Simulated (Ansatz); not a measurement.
C3H4F (SMILES [CH2+]/C=C/F) (charge +1)

Input

```
crystal:
  periodic: [false, false, false]
  atoms:
    - {symbol: C, position_ang: [0.916541, -0.585463, 0.628203]}
    - {symbol: C, position_ang: [1.441797, 0.095484, -0.432514]}
    - {symbol: C, position_ang: [2.690154, 0.684172, -0.261192]}
    - {symbol: F, position_ang: [3.239821, 1.334481, -1.208102]}
    - {symbol: H, position_ang: [1.444518, -0.670625, 1.574163]}
    - {symbol: H, position_ang: [-0.053469, -1.067661, 0.560066]}
    - {symbol: H, position_ang: [0.931192, 0.192105, -1.384505]}
    - {symbol: H, position_ang: [3.277650, 0.641114, 0.656272]}
basis:
  gaussian:
    orbitals: def2-TZVPD
total_charge: 1
hamiltonian:
  xc: {name: PBE0}
output: {forces: true, orbitals: {seedname: orbitals}}
```

Launched as:

```sh
ansatz run input.yaml --threads 2 --pin off --max-ram 4350MiB --events-out events.jsonl --progress --plain --runs-dir runs
```

Geometry: B3LYP-D3(BJ)/6-311G**.

These are results of isolated molecule in a Gaussian basis; Kohn-Sham density functional theory, functional PBE0 in Ansatz 0.2.0, not measurements.

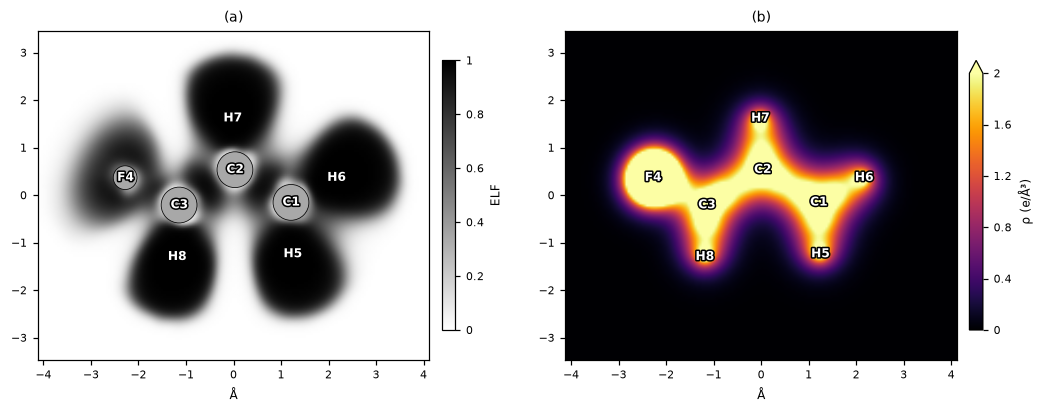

Figure 1. (a) ELF; (b) electron density on the molecular plane. Grey discs cover the atomic cores in the ELF map.

> Read the bonding off the picture.

The plane passes through C, F and H nuclei. C–F (1.27 Å): ρ is about 2.8 e/Å³ halfway; the ELF peaks at about 0.85 between the atoms (a shared but strongly polarised pair). C–C (1.37 Å): the density is about 2.3 e/Å³ at the midpoint; the ELF peaks at about 0.95 between the atoms, as expected for a covalent bond. C–H (1.08 Å): ρ at the midpoint is about 2.1 e/Å³; the ELF climbs to about 1 towards the hydrogen, as it does in any bond to H (an ordinary covalent bond to hydrogen). The ELF also peaks beside F4, away from the bonds: lone-pair regions.

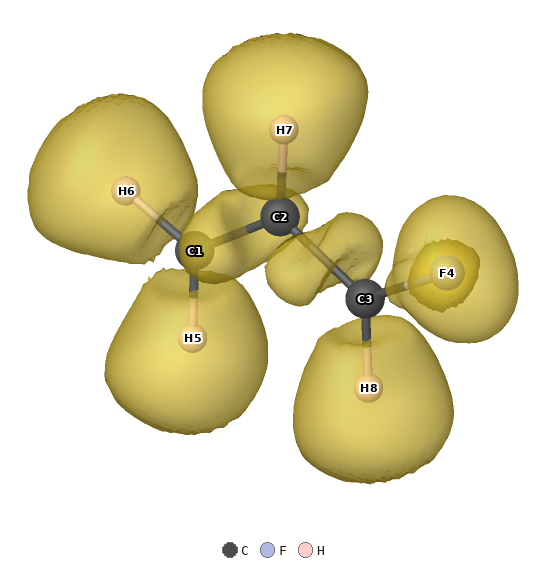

Figure 2. Isosurface of the electron localisation function at 0.75 (yellow), seen at a tilt. Core shells and regions of very low density are left out.

> Describe the localisation domains.

The ELF exceeds this value in two regions between bonded C–C atoms (shared pairs), four regions around hydrogen nuclei and one region on F in which the atom's valence shell and bonds are merged.

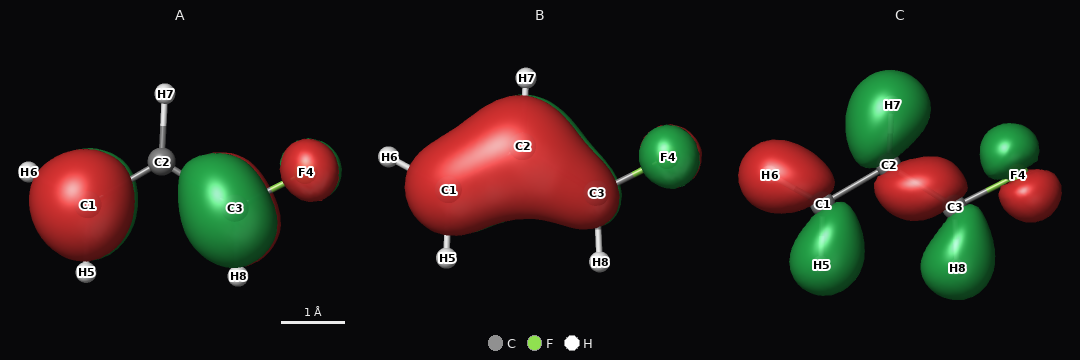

Figure 3. Three frontier orbitals at ±0.15 Å⁻³ᐟ² (green and red are the two phases), in no order.

> Which picture is the HOMO−1, the HOMO and the LUMO?

C is the HOMO−1 (−17.30 eV). It lies mainly on C2 (about 20 %), F4 (about 20 %), C3 (about 15 %), C1 (about 15 %), H7 (about 10 %) and H8 (about 10 %); it is symmetric in the molecular plane (an in-plane orbital: σ, lone-pair or in-plane π type). B is the HOMO (−15.78 eV). By Hirshfeld shares it lies mainly on C2 (about 40 %), C1 (about 30 %), C3 (about 15 %) and F4 (about 10 %); it changes sign across the molecular plane (π type); π-bonding across C1–C2 and C2–C3; π-antibonding (a node) across C3–F4. A is the LUMO (−9.95 eV). By Hirshfeld shares it lies mainly on C3 (about 35 %), C1 (about 35 %) and F4 (about 10 %); it changes sign across the molecular plane (π type).

> What is the HOMO–LUMO gap?

5.83 eV between the orbital energies.
